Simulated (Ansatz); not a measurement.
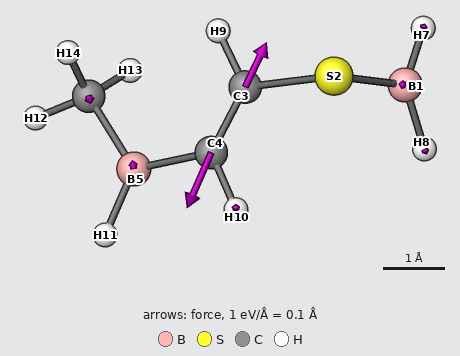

Starting geometry of C3H8B2S (coarse preliminary run) with the computed forces as purple arrows. Style: ball-and-stick. Shown at a tilt.

The start comes from a force field.

Level of theory: RKS PBE-D4/def2-SVP in Ansatz 0.2.0. Set-up: force threshold 0.03 eV/Å; at most 200 steps.

**Is this structure relaxed? If not, where do the atoms go?**

It isn't relaxed: the largest force vector, on a C atom, is 10.24 eV/Å. The final displacements have little in common with the starting forces (cosine between the two patterns −0.03). An H atom moves most after the best rigid fit: 1.90 Å. By element the largest moves are H 1.90 Å, S 1.34 Å, C 0.79 Å, B 0.50 Å. Some distances before and after: C–C 1.238 → 1.359 Å, B–S 1.872 → 1.778 Å, C–S 1.809 → 1.771 Å, C–H 1.143 → 1.106 Å. Among the angles between lasting bonds that change: B–S–C 94.1° → 104.7°, B–C–H 108.1° → 117.3°, B–C–H 112.6° → 120.4°. Groups turn about B–S by about 90°, C–S by about 85°, B–C by about 60°. Over 22 accepted moves (23 points after the start) the energy falls by 43.8 kcal/mol. Largest force component: 10 eV/Å at the start, 0.009 eV/Å at the end. The line search rejected the trial step at point 18 of the run.
